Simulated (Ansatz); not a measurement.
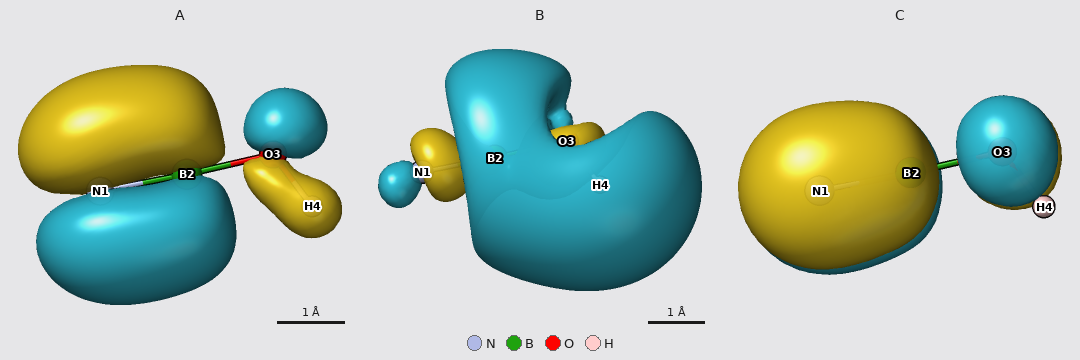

The picture shows: BHNO (doublet). Three frontier orbitals at ±0.08 Å⁻³ᐟ² (yellow and cyan are the two phases), in no order.

Theory: Ansatz 0.2.0, UKS PBE-D4/def2-SVP.

**Order the three orbitals by energy and name them. All are α orbitals.**

C is the HOMO−1 (α) (−7.33 eV). Its weight (Hirshfeld) is mainly on N1 (about 70 %), B2 (about 20 %) and O3 (about 10 %); it changes sign across the molecular plane (π type); π-antibonding (a node) across B2–O3. A is the HOMO (α) (−6.48 eV). Its weight (Hirshfeld) is mainly on N1 (about 65 %) and B2 (about 25 %); it is symmetric in the molecular plane (an in-plane orbital: σ, lone-pair or in-plane π type). B is the LUMO (α) (−0.90 eV). By Hirshfeld shares it lies mainly on H4 (about 40 %), B2 (about 35 %), O3 (about 20 %) and N1 (about 10 %); it is symmetric in the molecular plane (an in-plane orbital: σ, lone-pair or in-plane π type).

**What is the gap between the highest occupied and lowest empty α orbitals?**

5.58 eV between the orbital energies.
